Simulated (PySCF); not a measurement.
# C₃H₃BF₂: electronic excitations at several levels of theory, part 2 of 2

PySCF 2.14.0. Atoms count from 0. The steps go on from the part before.

### 9 Excited states and response: LC-wPBE/def2-SVPD

What the job is given:

```
{"job": {"kind": "uv", "xc": "LC-wPBE", "basis": "def2-SVPD", "ip": true}, "charge": 0, "multiplicity": 1}
F      2.415055     0.807970    -0.240112
B      1.696791    -0.283619    -0.030626
C      0.174988    -0.181100     0.014618
C     -1.024921    -0.670248     0.141496
F     -1.761235    -1.722183     0.330357
C     -1.073416     0.763758    -0.078096
H      2.282908    -1.329830     0.119133
H     -1.286671     1.445722     0.759195
H     -1.367012     1.164114    -1.060602
```

Method: TDDFT LC-wPBE/def2-SVPD, vertical, gas phase, core orbitals frozen in the response.

The program printed:

```text
coarse grid: 8376 points
cycle   1  E = -340.0156720634  dE =  1.150e+00  |g| = 6.357e-01  |ddm| = 4.322e+00
cycle   2  E = -340.0338270873  dE = -1.816e-02  |g| = 6.554e-01  |ddm| = 1.316e+00
cycle   3  E = -340.1045592429  dE = -7.073e-02  |g| = 5.498e-02  |ddm| = 6.999e-01
cycle   4  E = -340.1054065040  dE = -8.473e-04  |g| = 1.988e-02  |ddm| = 1.353e-01
cycle   5  E = -340.1055289659  dE = -1.225e-04  |g| = 1.027e-02  |ddm| = 5.593e-02
cycle   6  E = -340.1055526934  dE = -2.373e-05  |g| = 1.888e-03  |ddm| = 1.943e-02
cycle   7  E = -340.1055570362  dE = -4.343e-06  |g| = 1.157e-03  |ddm| = 1.219e-02
final grid: 84160 points
cycle   8  E = -340.1654359145  dE = -2.954e-05  |g| = 9.938e-03  |ddm| = 4.813e-02
cycle   9  E = -340.1654295136  dE =  6.401e-06  |g| = 1.140e-02  |ddm| = 1.550e-02
cycle  10  E = -340.1654505090  dE = -2.100e-05  |g| = 3.396e-04  |ddm| = 7.150e-03
cycle  11  E = -340.1654505364  dE = -2.741e-08  |g| = 2.243e-04  |ddm| = 8.452e-04
cycle  12  E = -340.1654505522  dE = -1.573e-08  |g| = 5.521e-05  |ddm| = 5.788e-04
cycle  13  E = -340.1654505537  dE = -1.563e-09  |g| = 2.234e-05  |ddm| = 1.837e-04
cycle  14  E = -340.1654505543  dE = -5.311e-10  |g| = 7.971e-06  |ddm| = 1.234e-04
converged SCF energy = -340.1654505543

Static polarisability (au): isotropic 48.893, principal 34.859 47.898 63.922

Singlet excitations
state   eV       nm        f      main configurations
  1   5.5175    224.7   0.21078   H->L 0.95
  2   5.5626    222.9   0.00589   H-1->L 0.95
  3   6.5366    189.7   0.00010   H-2->L 0.91
  4   7.3904    167.8   0.00625   H-3->L 0.70, H->L+1 0.12
  5   7.5235    164.8   0.00389   H->L+1 0.61, H-3->L 0.14, H->L+2 0.11
  6   8.3884    147.8   0.01694   H->L+3 0.39, H->L+4 0.24, H->L+12 0.12
  7   8.8765    139.7   0.09371   H-1->L+1 0.77
  8   9.1488    135.5   0.00272   H->L+4 0.39, H->L+2 0.31, H->L+3 0.12
  9   9.2169    134.5   0.05097   H->L+5 0.78
 10   9.3885    132.1   0.04034   H->L+3 0.42, H->L+2 0.34, H->L+1 0.09

Triplet excitations (Tamm-Dancoff, eV): 3.4081 5.0941 6.1433 6.6877
Vertical ionisation energy (delta-SCF) = 10.2454 eV
```

Run time: 24 s. Hardware: 1 thread of Intel Xeon 6975P-C, shared host; peak memory 0.69 GiB.

In short: HOMO -10.51 eV, LUMO 0.32 eV; lowest singlet 5.52 eV.

### 10 Ultraviolet spectrum: PBE0/6-31G*

Settings changed since step 9:

```diff
@@ -1,2 +1,2 @@
-{"job": {"kind": "uv", "xc": "LC-wPBE", "basis": "def2-SVPD", "ip": true}, "charge": 0, "multiplicity": 1}
+{"job": {"kind": "uv", "xc": "PBE0", "basis": "6-31G*"}, "charge": 0, "multiplicity": 1}
 F      2.415055     0.807970    -0.240112
```

Level: TDDFT PBE0/6-31G*, vertical, gas phase, core orbitals frozen in the response.

The program printed:

```text
coarse grid: 8376 points
cycle   1  E = -340.1897279108  dE =  9.390e-01  |g| = 6.215e-01  |ddm| = 3.022e+00
cycle   2  E = -340.0963031658  dE =  9.342e-02  |g| = 9.421e-01  |ddm| = 1.166e+00
cycle   3  E = -340.2596737634  dE = -1.634e-01  |g| = 1.058e-01  |ddm| = 7.793e-01
cycle   4  E = -340.2619494344  dE = -2.276e-03  |g| = 4.732e-02  |ddm| = 1.373e-01
cycle   5  E = -340.2624069778  dE = -4.575e-04  |g| = 1.644e-02  |ddm| = 5.039e-02
cycle   6  E = -340.2624686266  dE = -6.165e-05  |g| = 2.739e-03  |ddm| = 1.731e-02
cycle   7  E = -340.2624701847  dE = -1.558e-06  |g| = 7.111e-04  |ddm| = 2.666e-03
final grid: 84160 points
cycle   8  E = -340.2417274723  dE = -2.253e-05  |g| = 5.146e-03  |ddm| = 1.803e-02
cycle   9  E = -340.2417229447  dE =  4.528e-06  |g| = 7.232e-03  |ddm| = 1.083e-02
cycle  10  E = -340.2417339438  dE = -1.100e-05  |g| = 8.469e-04  |ddm| = 6.465e-03
cycle  11  E = -340.2417340726  dE = -1.288e-07  |g| = 2.105e-04  |ddm| = 8.730e-04
cycle  12  E = -340.2417340812  dE = -8.573e-09  |g| = 1.083e-04  |ddm| = 2.882e-04
cycle  13  E = -340.2417340842  dE = -3.008e-09  |g| = 2.322e-05  |ddm| = 1.079e-04
cycle  14  E = -340.2417340843  dE = -1.187e-10  |g| = 4.038e-06  |ddm| = 2.185e-05
converged SCF energy = -340.2417340843

Static polarisability (au): isotropic 41.955, principal 26.013 41.535 58.317

Singlet excitations
state   eV       nm        f      main configurations
  1   5.3144    233.3   0.00292   H-1->L 0.99
  2   5.4144    229.0   0.21825   H->L 0.97
  3   6.4048    193.6   0.00056   H-2->L 0.98
  4   7.1169    174.2   0.00163   H-3->L 0.97
  5   8.6523    143.3   0.00434   H->L+2 0.84, H->L+3 0.10
  6   8.9332    138.8   0.00066   H->L+3 0.88
  7   9.1598    135.4   0.03703   H->L+1 0.80
  8   9.5442    129.9   0.01565   H-4->L 0.46, H-1->L+1 0.39
  9   9.5564    129.7   0.01400   H-1->L+1 0.51, H-4->L 0.32
 10   9.6936    127.9   0.01240   H-6->L 0.91

Triplet excitations (Tamm-Dancoff, eV): 3.4640 4.9067 6.0571 6.5737
```

Run time: 5.4 s. Hardware: 1 thread of Intel Xeon 6975P-C, shared host; peak memory 0.46 GiB.

Key values: HOMO -7.53 eV, LUMO -1.49 eV; lowest singlet 5.31 eV.

### 11 Ultraviolet spectrum: PBE0/def2-SVP

Settings changed since step 10:

```diff
@@ -1,2 +1,2 @@
-{"job": {"kind": "uv", "xc": "PBE0", "basis": "6-31G*"}, "charge": 0, "multiplicity": 1}
+{"job": {"kind": "uv", "xc": "PBE0", "basis": "def2-SVP"}, "charge": 0, "multiplicity": 1}
 F      2.415055     0.807970    -0.240112
```

Level: TDDFT PBE0/def2-SVP, vertical, gas phase, core orbitals frozen in the response.

The program printed:

```text
coarse grid: 8376 points
cycle   1  E = -339.8785778254  dE =  8.987e-01  |g| = 6.077e-01  |ddm| = 3.356e+00
cycle   2  E = -339.7816401559  dE =  9.694e-02  |g| = 9.366e-01  |ddm| = 1.428e+00
cycle   3  E = -339.9463339099  dE = -1.647e-01  |g| = 1.044e-01  |ddm| = 9.244e-01
cycle   4  E = -339.9484524726  dE = -2.119e-03  |g| = 5.141e-02  |ddm| = 1.599e-01
cycle   5  E = -339.9490050971  dE = -5.526e-04  |g| = 1.507e-02  |ddm| = 5.585e-02
cycle   6  E = -339.9490547556  dE = -4.966e-05  |g| = 3.233e-03  |ddm| = 1.743e-02
cycle   7  E = -339.9490569280  dE = -2.172e-06  |g| = 7.438e-04  |ddm| = 3.560e-03
final grid: 84160 points
cycle   8  E = -339.9952821729  dE = -2.677e-05  |g| = 4.275e-03  |ddm| = 2.063e-02
cycle   9  E = -339.9952795307  dE =  2.642e-06  |g| = 5.700e-03  |ddm| = 8.982e-03
cycle  10  E = -339.9952867877  dE = -7.257e-06  |g| = 8.515e-04  |ddm| = 5.666e-03
cycle  11  E = -339.9952869159  dE = -1.283e-07  |g| = 2.080e-04  |ddm| = 1.032e-03
cycle  12  E = -339.9952869247  dE = -8.762e-09  |g| = 1.029e-04  |ddm| = 3.065e-04
cycle  13  E = -339.9952869274  dE = -2.720e-09  |g| = 2.323e-05  |ddm| = 1.124e-04
cycle  14  E = -339.9952869275  dE = -1.194e-10  |g| = 3.908e-06  |ddm| = 2.517e-05
converged SCF energy = -339.9952869275

Static polarisability (au): isotropic 43.014, principal 28.047 42.002 58.992

Singlet excitations
state   eV       nm        f      main configurations
  1   5.2777    234.9   0.00421   H-1->L 0.99
  2   5.3333    232.5   0.21227   H->L 0.97
  3   6.3839    194.2   0.00055   H-2->L 0.98
  4   7.0195    176.6   0.00170   H-3->L 0.97
  5   8.2937    149.5   0.00024   H->L+1 0.97
  6   8.5675    144.7   0.00983   H->L+3 0.98
  7   8.9427    138.6   0.04680   H->L+2 0.86
  8   9.3246    133.0   0.00505   H-4->L 0.47, H-1->L+1 0.43
  9   9.3899    132.0   0.00149   H-1->L+2 0.89
 10   9.5944    129.2   0.12651   H-1->L+1 0.48, H-4->L 0.33

Triplet excitations (Tamm-Dancoff, eV): 3.4307 4.8658 6.0292 6.4639
```

It took 6.3 s on 1 thread of Intel Xeon 6975P-C, shared host; peak memory 0.49 GiB.

Key values: HOMO -7.76 eV, LUMO -1.79 eV; lowest singlet 5.28 eV.

### 12 Side by side: electronic excitations

Excitations and ground-state properties, with basis size and wall time:

```
                run  lowest singlet (eV)  brightest (eV)      f  gap (eV)  α (Å³)  μ (D)  functions   time
      LDA/def2-SVPD                 4.63            4.82  0.188      3.74    7.91   1.24        150   25 s
      PBE/def2-SVPD                 4.74            4.90  0.191      3.85    7.84   1.20        150   41 s
    B3LYP/def2-SVPD                 5.17            5.18  0.104      5.51    7.56   1.07        150   34 s
     PBE0/def2-SVPD                 5.24            5.25  0.167      5.93    7.46   1.08        150   32 s
BHandHLYP/def2-SVPD                 5.52            5.52  0.212      8.01    7.21   0.97        150   17 s
CAM-B3LYP/def2-SVPD                 5.34            5.34  0.206      8.35    7.42   0.98        150   41 s
  wB97X-D/def2-SVPD                 5.38            5.38  0.205      9.60    7.41   0.99        150   38 s
  LC-wPBE/def2-SVPD                 5.52            5.52  0.211     10.83    7.25   0.90        150   24 s
        PBE0/6-31G*                 5.31            5.41  0.218      6.04    6.22   1.07         90  5.4 s
      PBE0/def2-SVP                 5.28            5.33  0.212      5.97    6.37   1.08         99  6.3 s
```

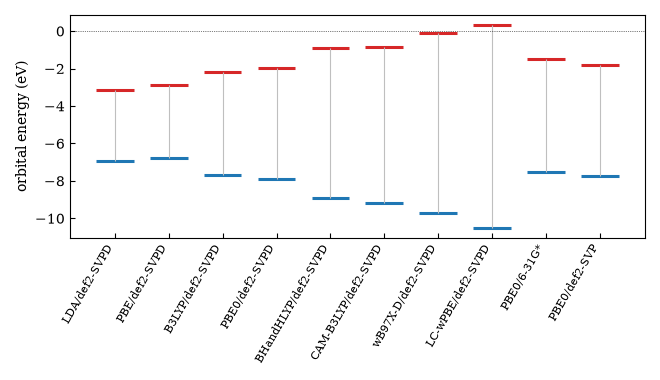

HOMO (blue) and LUMO (red) run by run.

### 13 Summary of results

What follows sums up all 2 parts.

```
                                quantity                        value
          lowest singlet (LDA/def2-SVPD)  4.63 eV (268 nm), f = 0.003
brightest single state of those computed  state 2, 4.82 eV, f = 0.188
                          lowest triplet                      3.36 eV
       vertical ionisation energy (ΔSCF)                     10.28 eV
       vertical electron affinity (ΔSCF)                      0.19 eV
             range of the lowest singlet              4.63 to 5.52 eV
```

What this shows: Single values in the summary come from the first sound run of each kind (LDA/def2-SVPD), which need not be the best level. The first singlet state (HOMO−1→LUMO 1.00) lies at 4.63 eV and is weak; of the 10 states computed, the strongest absorption comes from state 2 at 4.82 eV. The lowest triplet lies 1.27 eV below the lowest singlet (triplets in Tamm-Dancoff, singlets in full TDDFT). The orbital energy would give 6.91 eV for ionisation, ΔSCF gives 10.28 eV. The lowest singlet runs from 4.63 eV (LDA/def2-SVPD) to 5.52 eV (LC-wPBE/def2-SVPD), while the orbital gap spans 3.74 to 10.83 eV. The lowest state need not be the same one in every run.
